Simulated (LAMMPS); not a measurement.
Simulation of NiAl (CsCl type), 4394 atoms, at 2000 K and 0 GPa, heated as the crystal.

Computed with classical MD, pair style eam/alloy, file NiAlH_jea.eam.alloy (LAMMPS).

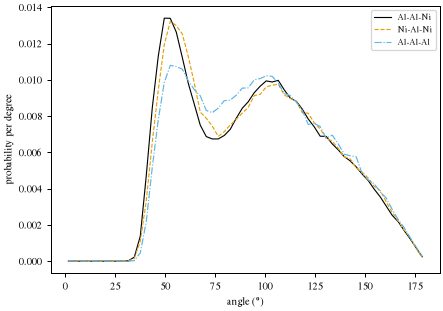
Figure. Probability per degree against angle (°)

Read from the full data:
- state found: liquid
- most common Al-Al-Ni angle: at the 3° bin centred on 52.5°, after smoothing over three bins (mean of all 95°)
- most common Ni-Al-Ni angle: at the 3° bin centred on 55.5°, after smoothing over three bins (mean of all 95°)

Caution: a run this short can hold a crystal over, or a liquid under, the potential's own melting point, which these runs don't give.
